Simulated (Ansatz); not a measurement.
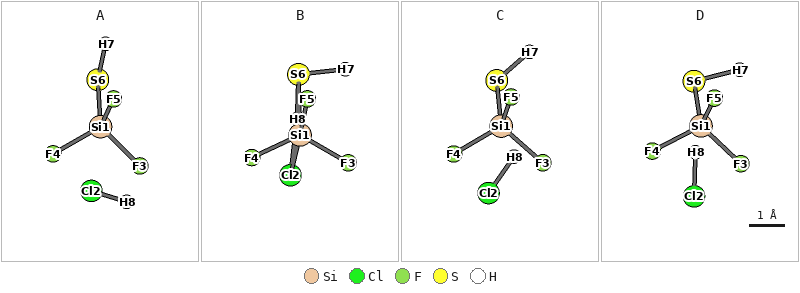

4 geometries from a converged minimum-energy path of SiH2SClF3, made up at the start of SiClF3 and H₂S, shuffled. The picture is a ball-and-stick view, seen from a free direction.

The calculation used RKS PBE0-D4/def2-SVP (Ansatz). Set-up: 7 movable images; climbing image; force threshold 0.05 eV/Å; iteration limit 60; starting path through a guess of the saddle point.

Which frame is the transition state?

Answer. B. In order along the path, whose images run from 0 to 8: B (image 3, +1.41 eV), D (image 5, +0.37 eV), C (image 6, +0.37 eV), A (image 8, +0.31 eV). Breaking: S6–H8 (1.35 → 1.55 at the top → 3.65 Å), Si1–Cl2 (2.01 → 2.39 at the top → 3.45 Å). Forming: Cl2–H8 (3.36 → 1.65 at the top → 1.29 Å), Si1–S6 (3.67 → 2.29 at the top → 2.09 Å).

Limits of the set-up: the start holds two separate molecules, 2.7 Å apart at their closest, whose relative position is a soft coordinate.
